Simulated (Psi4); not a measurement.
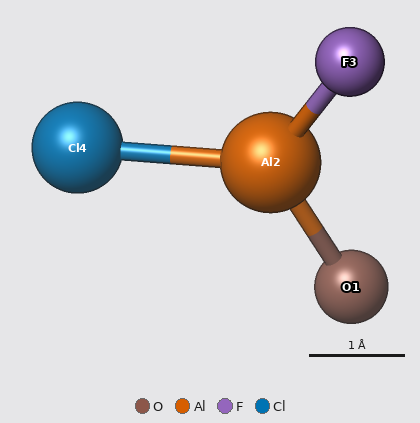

The input geometry (ball-and-stick view, seen at a tilt; atoms are numbered from 1 in the order of the input). Sticks mark near contacts. Bond lengths as drawn: Al–Cl 2.06 Å, Al–F 1.63 Å and Al–O 1.72 Å.

# Single-point calculation of AlClOF

The run: single-point calculation of AlClOF, multiplicity 4, SMILES [O][Al]([F])[Cl]. Method and program: BLYP/6-311+G**, UKS (Psi4 1.11).

The geometry is that of the parent species in another charge or spin state. The geometry comes from this level: PBE0-D4/def2-TZVP.

**The program's output**
```
Psi4 1.11 release

   => Loading Basis Set <=

    Name: 6-311+G**
    Role: ORBITAL
    Keyword: BASIS

         ---------------------------------------------------------
                                   SCF
                              UKS Reference
                        1 Threads,   1525 MiB Core
         ---------------------------------------------------------

  ==> Geometry <==

    Molecular point group: c1
    Full point group: C1

    Geometry (in Bohr), charge = 0, multiplicity = 4:

       Center              X                  Y                   Z               Mass
    ------------   -----------------  -----------------  -----------------  -----------------
         O            1.877064960000     1.118150950000     2.446817390000    15.994914619570
         AL           0.116974050000    -0.179901930000     0.031558430000    26.981538530000
         F            0.525532840000    -3.158110300000    -0.659325440000    18.998403162730
         CL          -2.414503070000     2.105910790000    -1.857411810000    34.968852682000

  Running in c1 symmetry.

  Rotational constants: A =      0.23162  B =      0.10099  C =      0.07033 [cm^-1]
  Rotational constants: A =   6943.66362  B =   3027.70367  C =   2108.51491 [MHz]
  Nuclear repulsion =  186.705653578560344

  Charge       = 0
  Multiplicity = 4
  Electrons    = 47
  Nalpha       = 25
  Nbeta        = 22

  ==> Algorithm <==

  SCF Algorithm Type is PK.
  DIIS enabled.
  MOM disabled.
  Fractional occupation disabled.
  Guess Type is SAD.
  Energy threshold   = 1.00e-09
  Density threshold  = 1.00e-08
  Integral threshold = 1.00e-12

  ==> Primary Basis <==

  Basis Set: 6-311+G**
    Blend: 6-311+G**
    Number of shells: 48
    Number of basis functions: 104
    Number of Cartesian functions: 108
    Spherical Harmonics?: true
    Max angular momentum: 2

  ==> DFT Potential <==

   => LibXC <=

    Version 7.1.2

   => Composite Functional: BLYP <=

    BLYP GGA Exchange-Correlation Functional

    Deriv               =              1
    GGA                 =           TRUE
    Meta                =          FALSE

    Exchange Hybrid     =          FALSE
    MP2 Hybrid          =          FALSE

   => Exchange Functionals <=

    1.0000     XC_GGA_X_B88

   => Correlation Functionals <=

    1.0000     XC_GGA_C_LYP

   => LibXC Density Thresholds  <==

    XC_GGA_C_LYP:  1.00E-14
    XC_GGA_X_B88:  1.00E-15

   => Molecular Quadrature <=

    Radial Scheme          =       TREUTLER
    Pruning Scheme         =           NONE
    Nuclear Scheme         =       TREUTLER

    Blocking Scheme        =         OCTREE
    BS radius alpha        =              1
    Pruning alpha          =              1
    Radial Points          =             99
    Spherical Points       =            590
    Total Points           =         226731
    Total Blocks           =           1741
    Max Points             =            256
    Max Functions          =             94
    Weights Tolerance      =       1.00E-15

  ==> Integral Setup <==

  Using in-core PK algorithm.
   Calculation information:
      Number of atoms:                   4
      Number of AO shells:              48
      Number of primitives:             89
      Number of atomic orbitals:       108
      Number of basis functions:       104

      Integral cutoff                 1.00e-12
      Number of threads:                 1

  Performing in-core PK
  Using 29817060 doubles for integral storage.
  We computed 535782 shell quartets total.
  Whereas there are 692076 unique shell quartets.

  ==> DiskJK: Disk-Based J/K Matrices <==

    J tasked:                  Yes
    K tasked:                   No
    wK tasked:                  No
    Memory [MiB]:              892
    Schwarz Cutoff:          1E-12

  Cached 50.0% of DFT collocation blocks in 0.234 [GiB].

  Minimum eigenvalue in the overlap matrix is 1.1921706613E-03.
  Reciprocal condition number of the overlap matrix is 1.8995352430E-04.
    Using symmetric orthogonalization.

  ==> Pre-Iterations <==

  SCF Guess: Superposition of Atomic Densities via on-the-fly atomic UHF (no occupation information).

   -------------------------
    Irrep   Nso     Nmo
   -------------------------
     A        104     104
   -------------------------
    Total     104     104
   -------------------------

  ==> Iterations <==

                        Total Energy        Delta E     RMS |[F,P]|

   @UKS iter SAD:  -877.24042505726322   -8.77240e+02   0.00000e+00
   @UKS iter   1:  -876.41915197230810    8.21273e-01   1.35924e-02 ADIIS/DIIS
   @UKS iter   2:  -855.98959263629945    2.04296e+01   4.73753e-02 ADIIS/DIIS
   @UKS iter   3:  -873.74240893070601   -1.77528e+01   2.23863e-02 ADIIS/DIIS
   @UKS iter   4:  -875.29245795041550   -1.55005e+00   1.86122e-02 ADIIS/DIIS
   @UKS iter   5:  -877.27670132118692   -1.98424e+00   7.67204e-03 ADIIS/DIIS
   @UKS iter   6:  -877.54583291946551   -2.69132e-01   3.65303e-03 ADIIS/DIIS
   @UKS iter   7:  -877.50352800009296    4.23049e-02   4.13424e-03 ADIIS/DIIS
   @UKS iter   8:  -877.40728415932995    9.62438e-02   6.04934e-03 ADIIS/DIIS
   @UKS iter   9:  -877.47745581547395   -7.01717e-02   5.13837e-03 ADIIS/DIIS
   @UKS iter  10:  -877.57845473606710   -1.00999e-01   3.27007e-03 ADIIS/DIIS
   @UKS iter  11:  -877.63405889778596   -5.56042e-02   1.54567e-03 ADIIS/DIIS
   @UKS iter  12:  -877.64947408801470   -1.54152e-02   4.34658e-04 ADIIS/DIIS
   @UKS iter  13:  -877.65058109366782   -1.10701e-03   2.33627e-04 ADIIS/DIIS
   @UKS iter  14:  -877.65090301663156   -3.21923e-04   8.99434e-05 DIIS
   @UKS iter  15:  -877.65095919994485   -5.61833e-05   3.33560e-05 DIIS
   @UKS iter  16:  -877.65096600224194   -6.80230e-06   1.32145e-05 DIIS
   @UKS iter  17:  -877.65096735264717   -1.35041e-06   4.03846e-06 DIIS
   @UKS iter  18:  -877.65096749233601   -1.39689e-07   1.27766e-06 DIIS
   @UKS iter  19:  -877.65096748957592    2.76009e-09   1.61457e-06 DIIS
   @UKS iter  20:  -877.65096750736450   -1.77886e-08   5.60266e-07 DIIS
   @UKS iter  21:  -877.65096750987789   -2.51339e-09   6.90672e-08 DIIS
   @UKS iter  22:  -877.65096750990983   -3.19460e-11   2.15421e-08 DIIS
   @UKS iter  23:  -877.65096750991268   -2.84217e-12   3.79847e-09 DIIS
  Energy and wave function converged.

  ==> Post-Iterations <==

   Electrons on quadrature grid:
      Nalpha   =   24.9999996533 ; deviation = -3.467e-07
      Nbeta    =   21.9999997725 ; deviation = -2.275e-07
      Ntotal   =   46.9999994257 ; deviation = -5.743e-07

   @Spin Contamination Metric:   5.418650776E-03
   @S^2 Expected:                3.750000000E+00
   @S^2 Observed:                3.755418651E+00
   @S   Expected:                1.500000000E+00
   @S   Observed:                1.500000000E+00

    Orbital Energies [Eh]
    ---------------------

    Alpha Occupied:

       1A   -100.819026     2A    -55.467570     3A    -24.274547
       4A    -18.942361     5A     -9.248463     6A     -7.079587
       7A     -7.075181     8A     -7.074084     9A     -3.981130
      10A     -2.591000    11A     -2.590671    12A     -2.589745
      13A     -1.071616    14A     -0.987079    15A     -0.813149
      16A     -0.459418    17A     -0.449044    18A     -0.433423
      19A     -0.415847    20A     -0.398543    21A     -0.379319
      22A     -0.375902    23A     -0.361787    24A     -0.357018
      25A     -0.111705

    Alpha Virtual:

      26A     -0.077843    27A     -0.003004    28A     -0.002457
      29A      0.017293    30A      0.020063    31A      0.047037
      32A      0.048843    33A      0.068491    34A      0.075803
      35A      0.090783    36A      0.107883    37A      0.135357
      38A      0.146774    39A      0.167307    40A      0.175561
      41A      0.188141    42A      0.198167    43A      0.238147
      44A      0.239796    45A      0.263444    46A      0.270677
      47A      0.328546    48A      0.361217    49A      0.378183
      50A      0.403402    51A      0.419878    52A      0.425240
      53A      0.465219    54A      0.556770    55A      0.640413
      56A      0.684524    57A      0.693955    58A      0.721982
      59A      0.724675    60A      0.754746    61A      0.760410
      62A      0.836066    63A      0.845472    64A      0.879244
      65A      0.904963    66A      0.960570    67A      1.010137
      68A      1.186359    69A      1.262716    70A      1.269407
      71A      1.331474    72A      1.450322    73A      1.889730
      74A      2.117393    75A      2.122524    76A      2.233614
      77A      2.537038    78A      2.548481    79A      2.634954
      80A      2.679496    81A      2.999493    82A      3.673789
      83A      3.678252    84A      3.726899    85A      3.749100
      86A      3.953077    87A      4.301315    88A      4.648591
      89A      4.702509    90A      4.758615    91A      6.141944
      92A      6.179176    93A      6.185491    94A      7.740992
      95A      7.970774    96A      8.114380    97A      9.431146
      98A     25.554264    99A     25.584086   100A     25.919693
     101A     49.224369   102A     66.264134   103A    119.607798
     104A    214.635502

    Beta Occupied:

       1A   -100.815430     2A    -55.466343     3A    -24.270020
       4A    -18.907024     5A     -9.245083     6A     -7.072927
       7A     -7.071653     8A     -7.070542     9A     -3.979467
      10A     -2.589263    11A     -2.588618    12A     -2.588317
      13A     -1.061892    14A     -0.899201    15A     -0.793720
      16A     -0.438761    17A     -0.397855    18A     -0.390786
      19A     -0.370995    20A     -0.362565    21A     -0.348812
      22A     -0.345471

    Beta Virtual:

      23A     -0.326965    24A     -0.325325    25A     -0.080299
      26A     -0.035523    27A      0.001762    28A      0.004018
      29A      0.028879    30A      0.029453    31A      0.052574
      32A      0.056451    33A      0.071690    34A      0.079975
      35A      0.102322    36A      0.113904    37A      0.152815
      38A      0.155606    39A      0.181958    40A      0.182872
      41A      0.197635    42A      0.207268    43A      0.248988
      44A      0.250737    45A      0.270606    46A      0.276912
      47A      0.339814    48A      0.368322    49A      0.397200
      50A      0.410593    51A      0.431036    52A      0.436162
      53A      0.489247    54A      0.574600    55A      0.665743
      56A      0.708068    57A      0.709093    58A      0.738364
      59A      0.752383    60A      0.770455    61A      0.776969
      62A      0.851212    63A      0.862708    64A      0.902722
      65A      0.970736    66A      0.985642    67A      1.043614
      68A      1.202515    69A      1.268831    70A      1.287298
      71A      1.337000    72A      1.494635    73A      1.898786
      74A      2.127565    75A      2.142201    76A      2.244956
      77A      2.662813    78A      2.675564    79A      2.716321
      80A      2.739326    81A      3.058182    82A      3.684017
      83A      3.688229    84A      3.733659    85A      3.761735
      86A      3.963129    87A      4.308567    88A      4.766777
      89A      4.790869    90A      4.796704    91A      6.147012
      92A      6.189231    93A      6.196785    94A      7.747361
      95A      7.973113    96A      8.117515    97A      9.438683
      98A     25.560721    99A     25.597264   100A     25.925774
     101A     49.267905   102A     66.269563   103A    119.609606
     104A    214.639587

    Final Occupation by Irrep:
              A
    DOCC [    22 ]
    SOCC [     3 ]
    NA   [    25 ]
    NB   [    22 ]

  @UKS Final Energy:  -877.65096750991268

   => Energetics <=

    Nuclear Repulsion Energy =            186.7056535785603444
    One-Electron Energy =               -1586.1985966516585904
    Two-Electron Energy =                 587.7733114077592518
    DFT Exchange-Correlation Energy =     -65.9313358445736100
    Empirical Dispersion Energy =           0.0000000000000000
    VV10 Nonlocal Energy =                  0.0000000000000000
    Total Energy =                       -877.6509675099126753

  UHF NO Occupations:
  HONO-2 :   23  A 1.0000000
  HONO-1 :   24  A 1.0000000
  HONO-0 :   25  A 1.0000000
  LUNO+0 :   26  A 0.0013102
  LUNO+1 :   27  A 0.0004875
  LUNO+2 :   28  A 0.0003085
  LUNO+3 :   29  A 0.0003008

Computation Completed

Properties will be evaluated at   0.000000,   0.000000,   0.000000 [a0]

Properties computed using the SCF density matrix

 Multipole Moments:

 ------------------------------------------------------------------------------------
     Multipole            Electronic (a.u.)      Nuclear  (a.u.)        Total (a.u.)
 ------------------------------------------------------------------------------------

 L = 1.  Multiply by 2.5417464519 to convert [e a0] to [Debye]
 Dipole X            :         19.5886077          -19.7795743           -0.1909666
 Dipole Y            :        -13.2953822           13.9839732            0.6885910
 Dipole Z            :         17.5796402          -17.5251310            0.0545092
 Magnitude           :                                                    0.7166569

 ------------------------------------------------------------------------------------

	total time  =         32 seconds =       0.53 minutes

Properties will be evaluated at   0.000000,   0.000000,   0.000000 [a0]

Properties computed using the BLYP density matrix

  Mulliken Charges: (a.u.)
   Center  Symbol    Alpha    Beta     Spin     Total
       1     O     4.44187  3.21070  1.23118  0.34743
       2    AL     7.93013  6.01523  1.91490 -0.94536
       3     F     4.49275  4.53632 -0.04357 -0.02907
       4    CL     8.13525  8.23776 -0.10251  0.62699

   Total alpha = 25.00000, Total beta = 22.00000, Total charge =  0.00000

  Lowdin Charges: (a.u.)
   Center  Symbol    Alpha    Beta     Spin     Total
       1     O     4.80025  3.22585  1.57440 -0.02610
       2    AL     6.70257  6.07059  0.63198  0.22684
       3     F     4.75162  4.56759  0.18404 -0.31921
       4    CL     8.74555  8.13598  0.60958  0.11847

  Total alpha = 25.00000, Total beta = 22.00000, Total charge =  0.00000

  Wiberg Bond Indices using Orthogonal Lowdin Orbitals:

  Total Bond Index:
  Irrep: 1 Size: 4 x 4

                 1                   2                   3                   4

    1     0.00000000000000     1.17041072349199     0.16037711216262     0.54419821464032
    2     1.17041072349199     0.00000000000000     1.30462045045538     1.45066936563094
    3     0.16037711216262     1.30462045045538     0.00000000000000     0.12200877430603
    4     0.54419821464032     1.45066936563094     0.12200877430603     0.00000000000000

  Alpha Contribution:
  Irrep: 1 Size: 4 x 4

                 1                   2                   3                   4

    1     0.00000000000000     0.66685415750396     0.03568400537477     0.04619510877507
    2     0.66685415750396     0.00000000000000     0.67889059516739     0.76055195189272
    3     0.03568400537477     0.67889059516739     0.00000000000000     0.03648180178348
    4     0.04619510877507     0.76055195189272     0.03648180178348     0.00000000000000

  Beta Contribution:
  Irrep: 1 Size: 4 x 4

                 1                   2                   3                   4

    1     0.00000000000000     0.50355656598803     0.12469310678785     0.49800310586525
    2     0.50355656598803     0.00000000000000     0.62572985528800     0.69011741373822
    3     0.12469310678785     0.62572985528800     0.00000000000000     0.08552697252255
    4     0.49800310586525     0.69011741373822     0.08552697252255     0.00000000000000

  Atomic Valences:

 #  #
 Irrep: 1
      1:    1.874986050294929
      2:    3.925700539578307
      3:    1.587006336924030
      4:    2.116876354577283

    Psi4 run time: 0:00:31.98
```

The run was set up as follows.

**The input (job.inp)**
```
memory 1.6 GB

molecule m {
  0 4
  O      1.87706496     1.11815095     2.44681739
  Al     0.11697405    -0.17990193     0.03155843
  F      0.52553284    -3.15811030    -0.65932544
  Cl    -2.41450307     2.10591079    -1.85741181
  units bohr
  symmetry c1
  no_reorient
  no_com
}

set {
  basis 6-311+G**
  reference uks
  puream true
  e_convergence 1e-09
  d_convergence 1e-08
  scf_type pk
  dft_radial_points 99
  dft_spherical_points 590
  maxiter 200
}

E, wfn = energy('blyp', return_wfn=True)
oeprop(wfn, 'MULLIKEN_CHARGES', 'WIBERG_LOWDIN_INDICES', 'LOWDIN_CHARGES', title='BLYP')
```

Launched with:
```bash
psi4 -i job.inp -o job.out -n 1
```

**Summary**

- outcome: converged
- total energy: −877.650968 hartree
- basis functions: 104
- ⟨S²⟩: 3.755
- dipole moment: 1.82 D
- hardware: 1 thread of Intel Xeon (Sapphire Rapids), 192 GiB of memory available, shared host
- wall time: 34 s
- peak memory: 0.68 GiB
